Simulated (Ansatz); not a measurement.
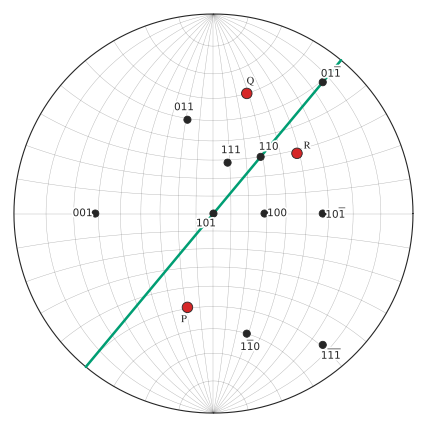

Crystal: Ti, the input geometry of an electronic-structure calculation (not necessarily at equilibrium). Stereographic projection of plane normals (upper hemisphere) centred on (1 0 1). Symmetry computed with spglib at a tolerance of 0.002 Å; standard conventional cell.

a = 2.941 Å, b = 2.941 Å, c = 4.649 Å, α = 90.00°, β = 90.00°, γ = 120.00°.

Question: Index the poles marked P, Q, R.

Answer: P is (1 −1 1), in four indices (1 −1 0 1), 52.0° from the centre; Q is (0 1 0), in four indices (0 1 −1 0), 64.0° from the centre; R is (1 1 −1), in four indices (1 1 −2 −1), 54.6° from the centre.

Question: Which zone does the coloured great circle trace?

Answer: The zone [1 −1 −1]: its poles satisfy h − k − l = 0.

Question: What is the angle between the normals of (1 0 0) and (1 0 −1), and what are their d_hkl = 1/|g|?

Answer: 28.7°; d = 2.547 Å and 2.234 Å.
